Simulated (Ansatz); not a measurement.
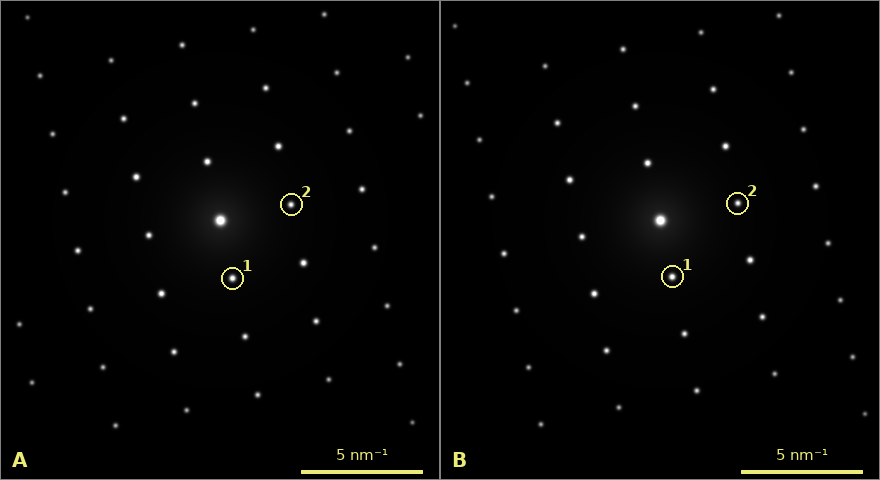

Kinematic electron diffraction patterns (120 kV, B = 0.5 Å², same scale) along [100] of the run's own cell, for the start and the end of one relaxation of Li2Bi with Ansatz, DFT, PAW plane waves, pbe. k mesh 6×6×8. The start is a generated model structure, and the relaxation ends in the nearest stationary point of its symmetry, not necessarily the ground state. Spot 1 is 0 -1 0 and spot 2 is 0 0 -1 in both.

Start structure:

```yaml
crystal:
  lattice:
    - [4.78927, 0.00000, 0.00000]
    - [-2.39464, 4.14764, 0.00000]
    - [0.00000, 0.00000, 3.02751]
  atoms:
    - { symbol: Li, position: [0.33330, 0.66670, 0.50000] }
    - { symbol: Li, position: [0.66660, 0.33330, 0.50000] }
    - { symbol: Bi, position: [0.00000, 0.00000, 0.00000] }
```

Question: Which pattern belongs to the start structure, and which to the relaxed one?

Answer: B is the start: its cell gives d(1) = 4.148 Å, d(2) = 3.028 Å and an angle of 90.0°. A is the relaxed structure, with d(1) = 4.048 Å (-2.4 %), d(2) = 3.321 Å (+9.7 %) and 90.0°.

Question: Summarise the relaxation behind the change.

Answer: The volume changed by +4.5 % to 20.94 Å³ an atom; the fractional coordinates hardly changed; the space group stayed P6/mmm (No. 191); the free energy fell by 100 meV an atom. Relaxed cell: a = 4.674 Å, b = 4.674 Å, c = 3.321 Å, α = 90.00°, β = 90.00°, γ = 120.00°.
